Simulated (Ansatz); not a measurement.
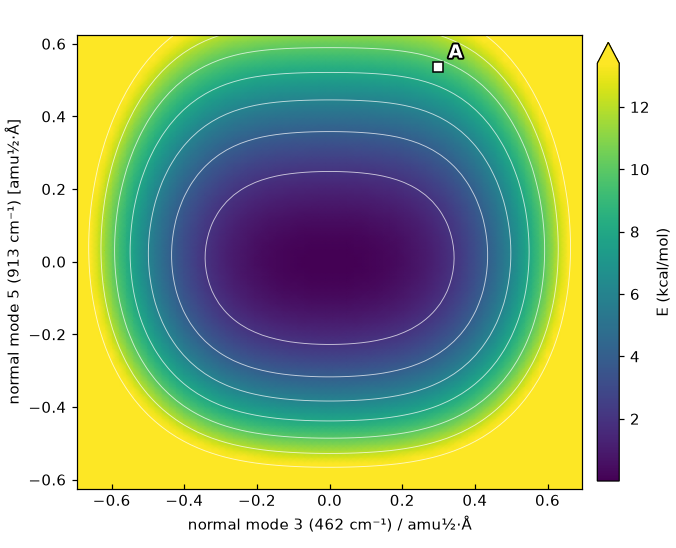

H2NOSi, SMILES N[Si+]=O, charge +1. 
- First axis: normal mode 3 (462 cm⁻¹). Second axis: normal mode 5 (913 cm⁻¹).
- Nothing is relaxed (straight displacements along the two mass-weighted modes).
- The grid has 15 × 15 points; 120 points were computed and 105 follow by symmetry.
- Points are written as (first, second).
- Energies: kcal/mol, counted from the lowest grid point.
- These are results of RKS PBE0-D4/def2-TZVP (Ansatz), not measurements.

In the figure: a smooth colour map with a few white contour lines, one colour for all values above the top of the scale, the point A. Between grid points the surface is interpolated.

**Is A at rest? If not, where is it pushed?**

A, at (0.298 amu½·Å, 0.536 amu½·Å), is not a stationary point. The computed force is 10 kcal/mol for each amu½·Å towards smaller values of normal mode 3 (462 cm⁻¹) and 28 kcal/mol for each amu½·Å towards smaller values of normal mode 5 (913 cm⁻¹).
